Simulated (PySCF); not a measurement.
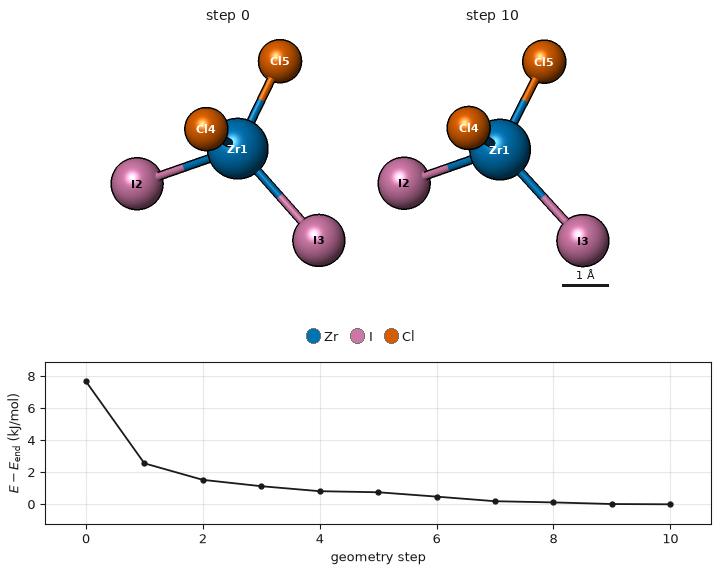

First and last geometry of a relaxation of ZrI2Cl2, with the history of the run. A ball-and-stick model, seen at a tilt.

The start comes from GFN2-xTB. Its atoms were then displaced at random by about 0.03 Å.

Theory: PBE0-D3(BJ)/def2-SVP geometry optimisation, gas phase in PySCF. 

### What do the curves and the structures tell?

It converged. The atom that moves furthest after the best rigid fit is I2 (0.069 Å). By element the largest moves are I 0.069 Å, Zr 0.061 Å, Cl 0.060 Å. Near-neighbour distances that change, for instance: Zr1–I2 2.753 → 2.683 Å, Zr1–Cl5 2.256 → 2.312 Å, Zr1–I3 2.672 → 2.681 Å, Zr1–Cl4 2.309 → 2.314 Å. Among the angles between lasting bonds that change: I3–Zr1–Cl4 106.7° → 109.8°, I2–Zr1–Cl5 111.9° → 109.8°. The energy falls by 7.68 kJ/mol in 10 geometry steps.
